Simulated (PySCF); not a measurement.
# C₂H₇NSi₃: one change and its effect

System: C₂H₇NSi₃.
Method of the first run: GIAO PBE0/STO-3G NMR shielding, non-relativistic, gas phase (PySCF 2.14.0).

The geometry comes from this level: PBE0-D3(BJ)/def2-SVP. Text and figures count atoms from 1; the logs count them from 0 in places.

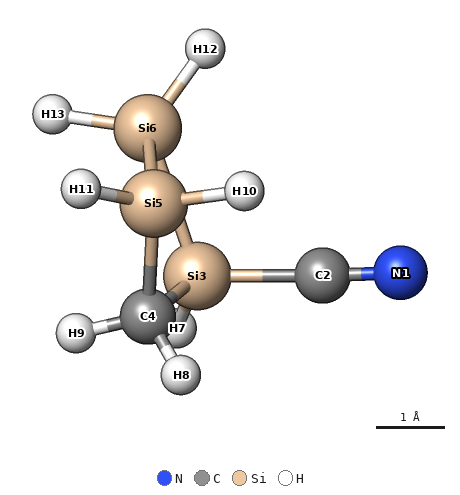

Fig. 1: The input geometry (ball-and-stick view, seen at a tilt; atoms are numbered from 1 in the order of the input). Bond lengths as drawn: C–H 1.10 Å, C–N 1.16 Å, C–Si 1.86 to 1.91 Å, H–Si 1.49 to 1.50 Å and Si–Si 2.35 to 2.36 Å.

### The input, the first run
```
{"job": {"kind": "nmr", "xc": "PBE0", "basis": "STO-3G", "pop": true}, "charge": 0, "multiplicity": 1}
N     -2.593541     1.055836    -1.847184
C     -2.029386     0.766932    -0.875106
Si    -1.062983     0.317033     0.650953
C     -0.244662    -1.360240     0.323052
Si     1.257190    -0.707851    -0.666609
Si     1.036434     1.363655     0.450418
H     -1.993715     0.436727     1.809453
H     -0.867180    -2.130833    -0.155794
H      0.121359    -1.754988     1.287698
H      0.915818    -0.562224    -2.112965
H      2.508743    -1.510279    -0.518357
H      1.168898     2.676170    -0.242812
H      1.758970     1.375151     1.760953
```

The first line tells a small driver script what to run in PySCF; the rest is the geometry in Å.

Command:
```bash
OMP_NUM_THREADS=1 python <driver script> task.json out
```

Hardware: 1 CPU thread, shared host.

### Output (the first run)
```
coarse grid: 12448 points
cycle   1  E = -991.4261238965  dE = -2.377e-02  |g| = 4.542e-01  |ddm| = 4.514e+00
cycle   2  E = -991.2686905695  dE =  1.574e-01  |g| = 9.041e-01  |ddm| = 1.420e+00
cycle   3  E = -991.4847526772  dE = -2.161e-01  |g| = 1.401e-01  |ddm| = 9.409e-01
cycle   4  E = -991.4902012718  dE = -5.449e-03  |g| = 2.001e-02  |ddm| = 1.822e-01
cycle   5  E = -991.4903238309  dE = -1.226e-04  |g| = 4.512e-03  |ddm| = 3.520e-02
cycle   6  E = -991.4903321155  dE = -8.285e-06  |g| = 5.698e-04  |ddm| = 8.770e-03
final grid: 106792 points
cycle   7  E = -991.4440630938  dE = -3.487e-06  |g| = 3.295e-03  |ddm| = 1.138e-02
cycle   8  E = -991.4440599711  dE =  3.123e-06  |g| = 4.814e-03  |ddm| = 1.003e-02
cycle   9  E = -991.4440660423  dE = -6.071e-06  |g| = 1.455e-03  |ddm| = 5.896e-03
cycle  10  E = -991.4440665895  dE = -5.472e-07  |g| = 8.641e-05  |ddm| = 1.451e-03
cycle  11  E = -991.4440665925  dE = -3.023e-09  |g| = 2.031e-05  |ddm| = 1.773e-04
cycle  12  E = -991.4440665926  dE = -1.346e-10  |g| = 3.679e-06  |ddm| = 3.029e-05
converged SCF energy = -991.4440665926

GIAO shielding tensors (ppm)
atom      isotropic    diamagn.    paramagn.     s11        s22        s33       span
  0 N       28.640     322.477    -293.838   -113.111   -110.803    309.833    422.944
  1 C      131.269     268.327    -137.058     51.214     53.420    289.172    237.958
  2 Si     542.946     871.623    -328.677    495.711    531.169    601.958    106.247
  3 C      236.784     250.483     -13.699    222.764    238.034    249.554     26.789
  4 Si     544.048     871.725    -327.676    478.942    537.512    615.691    136.748
  5 Si     566.832     872.507    -305.676    520.651    546.245    633.598    112.946
  6 H       29.863      30.462      -0.599     25.639     27.047     36.904     11.265
  7 H       32.448      31.253       1.195     26.834     27.888     42.621     15.787
  8 H       32.141      32.181      -0.041     27.758     28.151     40.513     12.756
  9 H       30.073      33.114      -3.042     26.479     28.104     35.636      9.157
 10 H       30.296      30.943      -0.647     26.295     27.076     37.517     11.222
 11 H       30.429      31.270      -0.841     26.726     27.815     36.746     10.020
 12 H       30.572      31.533      -0.961     26.511     28.317     36.887     10.376
```

The second run used a changed input.

### The two runs side by side

| quantity | the first run | the second run |
| --- | --- | --- |
| outcome | converged | converged |
| total energy (hartree) | −991.444067 | −1002.740775 |
| HOMO (eV) | −5.31 | −7.74 |
| LUMO (eV) | 3.98 | −1.02 |
| dipole moment (D) | 3.85 | 3.83 |
| shielding of N1 (ppm) | 28.6 | −78.1 |
| shielding of C2 (ppm) | 131.3 | 76.5 |
| shielding of Si3 (ppm) | 542.9 | 469.3 |
| shielding of C4 (ppm) | 236.8 | 197.5 |
| shielding of Si5 (ppm) | 544.0 | 463.8 |
| shielding of Si6 (ppm) | 566.8 | 489.9 |
| shielding of H11 (ppm) | 30.3 | 26.6 |
| SCF iterations | 12 | 13 |
| basis functions | 49 | 131 |
| wall time (shared host) | 4.6 s | 14 s |

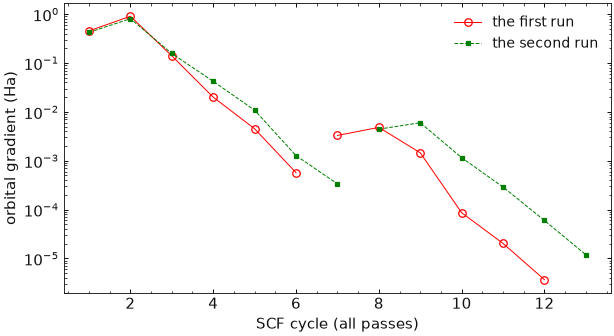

Fig. 2: Convergence of the two runs: orbital gradient against the SCF cycle. A break in a curve parts two SCF passes (coarse and final grid). The first run takes 12 cycles in all, and the second run takes 13.

Which change of the input explains these differences?

The change (lines with − go, lines with + come):
```diff
-"basis": "STO-3G"
+"basis": "def2-SVP"
```

The total energy of the second run is 7088.8 kcal/mol lower, which measures the change of basis and not a stability. The HOMO goes from −5.31 to −7.74 eV. The LUMO goes from 3.98 to −1.02 eV. Of all shieldings, the largest change is that of N1, by −106.7 ppm. The SCF takes 13 iterations against 12. The basis functions go from 49 to 131.

### Output (the second run)
```
coarse grid: 12448 points
cycle   1  E = -1002.5677356299  dE =  3.171e-01  |g| = 4.240e-01  |ddm| = 3.702e+00
cycle   2  E = -1002.4557724294  dE =  1.120e-01  |g| = 8.065e-01  |ddm| = 9.802e-01
cycle   3  E = -1002.6109727611  dE = -1.552e-01  |g| = 1.565e-01  |ddm| = 6.423e-01
cycle   4  E = -1002.6163709887  dE = -5.398e-03  |g| = 4.216e-02  |ddm| = 1.530e-01
cycle   5  E = -1002.6168089165  dE = -4.379e-04  |g| = 1.082e-02  |ddm| = 5.325e-02
cycle   6  E = -1002.6168476947  dE = -3.878e-05  |g| = 1.274e-03  |ddm| = 1.579e-02
cycle   7  E = -1002.6168482482  dE = -5.535e-07  |g| = 3.366e-04  |ddm| = 2.293e-03
final grid: 106792 points
cycle   8  E = -1002.7407696746  dE = -8.905e-06  |g| = 4.433e-03  |ddm| = 1.702e-02
cycle   9  E = -1002.7407654361  dE =  4.238e-06  |g| = 5.991e-03  |ddm| = 1.017e-02
cycle  10  E = -1002.7407748182  dE = -9.382e-06  |g| = 1.154e-03  |ddm| = 5.958e-03
cycle  11  E = -1002.7407751125  dE = -2.943e-07  |g| = 2.893e-04  |ddm| = 9.369e-04
cycle  12  E = -1002.7407751336  dE = -2.110e-08  |g| = 5.990e-05  |ddm| = 3.245e-04
cycle  13  E = -1002.7407751346  dE = -9.845e-10  |g| = 1.189e-05  |ddm| = 7.761e-05
converged SCF energy = -1002.7407751346

GIAO shielding tensors (ppm)
atom      isotropic    diamagn.    paramagn.     s11        s22        s33       span
  0 N      -78.055     327.484    -405.539   -262.759   -252.853    281.448    544.207
  1 C       76.494     271.304    -194.810    -31.501    -27.312    288.295    319.796
  2 Si     469.254     880.734    -411.480    425.500    467.824    514.438     88.938
  3 C      197.459     251.516     -54.057    189.387    194.167    208.823     19.436
  4 Si     463.832     880.529    -416.697    421.377    453.390    516.730     95.353
  5 Si     489.857     881.363    -391.506    448.217    500.797    520.559     72.342
  6 H       26.330      28.618      -2.288     22.892     23.685     32.411      9.519
  7 H       30.670      30.304       0.366     26.184     26.714     39.112     12.928
  8 H       31.158      30.959       0.200     27.451     28.129     37.896     10.445
  9 H       26.582      30.276      -3.694     23.888     25.014     30.843      6.955
 10 H       26.623      28.860      -2.237     22.924     24.131     32.814      9.890
 11 H       27.261      29.078      -1.817     23.926     24.524     33.333      9.407
 12 H       27.346      29.557      -2.211     24.425     25.507     32.107      7.683
```
